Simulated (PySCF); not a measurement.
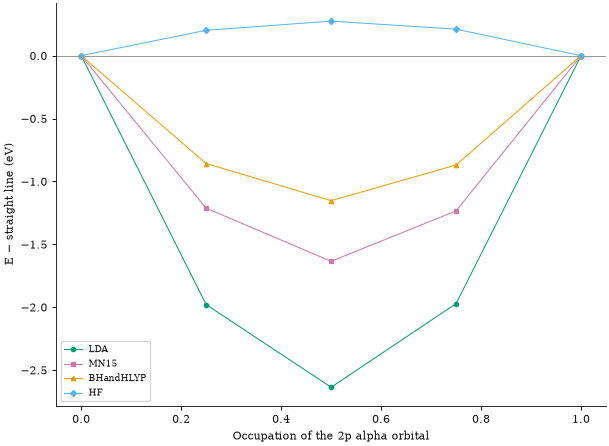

One 2p alpha orbital of O²⁺ ([He] 2s² 2p²) is emptied in steps. The plot gives the energy less the straight line between the integer ends. PySCF, aug-pcseg-2, non-relativistic, unrestricted single determinants, no spin-orbit coupling.

Question: What do the curves say about each method?

Answer: LDA: convex (delocalisation error), largest departure −2.6 eV, removal energy 55.50 eV; MN15: convex (delocalisation error), largest departure −1.6 eV, removal energy 55.17 eV; BHandHLYP: convex (delocalisation error), largest departure −1.2 eV, removal energy 55.39 eV; HF: concave (localisation error), largest departure 0.27 eV, removal energy 54.65 eV. The NIST semi-empirical removal energy is 54.94 eV. The exact energy is a straight line between whole electron numbers.
